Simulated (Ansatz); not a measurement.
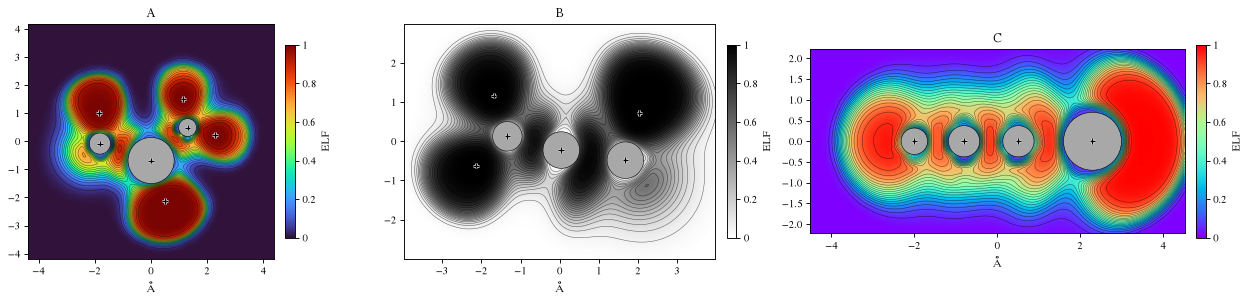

The electron localisation function of 3 systems, each on a plane through atoms (crosses mark nuclei in the plane; grey discs cover the cores).

Theory: isolated molecule in a Gaussian basis; Kohn-Sham density functional theory, functional PBE0 in Ansatz.

System 1: CH6GeN (SMILES [CH3][GeH]=[NH2+]) (charge +1), the plane of atoms C1, Ge2 and H5. Geometry: B3LYP-D3(BJ)/def2-SVP.

```yaml
atoms:
  - { symbol: C, position_ang: [-0.1719, -0.3660, -1.4206] }
  - { symbol: Ge, position_ang: [-0.7943, -0.2607, 0.3913] }
  - { symbol: N, position_ang: [0.2932, 0.2873, 1.6488] }
  - { symbol: H, position_ang: [-0.8067, 0.2801, -2.0484] }
  - { symbol: H, position_ang: [-2.1843, -0.6085, 0.9137] }
  - { symbol: H, position_ang: [0.0171, 0.3629, 2.6279] }
  - { symbol: H, position_ang: [1.2607, 0.5615, 1.4791] }
  - { symbol: H, position_ang: [0.8779, -0.0479, -1.4826] }
  - { symbol: H, position_ang: [-0.2792, -1.4059, -1.7691] }
```

System 2: C2NSi (charge +1, triplet), a plane that holds the molecular axis. Geometry: r2SCAN-D4/def2-TZVP; ⟨S²⟩ = 2.07, above the pure value of 2.00.

```yaml
atoms:
  - { symbol: C, position_ang: [0.0000, 0.0000, -0.8029] }
  - { symbol: C, position_ang: [0.0000, 0.0000, 0.5094] }
  - { symbol: N, position_ang: [0.0000, 0.0000, -2.0015] }
  - { symbol: Si, position_ang: [0.0000, 0.0000, 2.2949] }
```

System 3: CH5B2 (SMILES [BH3-]B=C) (charge −1), the plane of atoms H5, C1 and H8. Geometry: B3LYP-D3(BJ)/def2-SVPD.

```xyz
8

C    -0.4078   -1.5059   -0.9771
B    -0.1813    1.2942    0.2660
B    -0.2550   -0.2375   -0.3567
H     0.9035    1.8640    0.1080
H    -1.0896   -1.6802   -1.8167
H    -1.0174    1.8268   -0.5013
H    -0.5989    1.4012    1.4238
H     0.1489   -2.3921   -0.6529
```

Q: Match each panel to its system.

A: Panel A is system 1, CH6GeN: the plane holds C, Ge, N and H. Ge–N (1.75 Å): the ELF peaks at about 0.85 in the valence shell of N, 0.6 Å from its nucleus, and is about 0.40 at the midpoint. Panel B is system 3, CH5B2: the plane holds C, B and H. C–B (1.42 Å): the ELF peaks at about 0.95 between the atoms: localised, covalent bonding. Panel C is system 2, C2NSi: the plane holds C, N and Si. C–N (1.20 Å): the ELF peaks at about 0.90 between the atoms; a short, multiple covalent bond.
